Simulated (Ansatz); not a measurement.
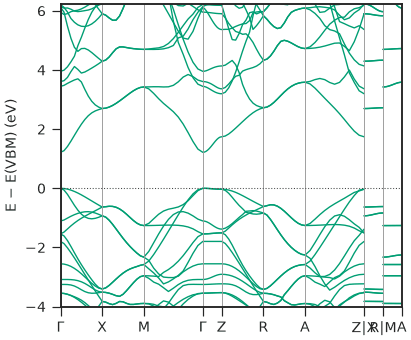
Fig. 1. Band structure from DFT-LDA in the program Ansatz with PAW potentials

**Question.** Read off the gap and where the band edges lie.

**Answer.** About 1.2 eV (1.22 eV by a search for the band edges); maximum at Γ, minimum at Γ.

The material is SrAgSF in space group P4/nmm (No. 129; Sr on 2c, Ag on 2b, S on 2c, F on 2a).

The first step of the workflow began from a Materials Project structure, measured or hypothetical; the Crystallography Open Database copy checked does not list it. Its standing as an ambient phase is unchecked. The LDA relaxation kept the symmetry of its start; phonons on a q-mesh show no instability. The run is not spin-polarised. Spin–orbit coupling is left out wherever it is not named.

Potentials: the later of the program's two PAW sets.
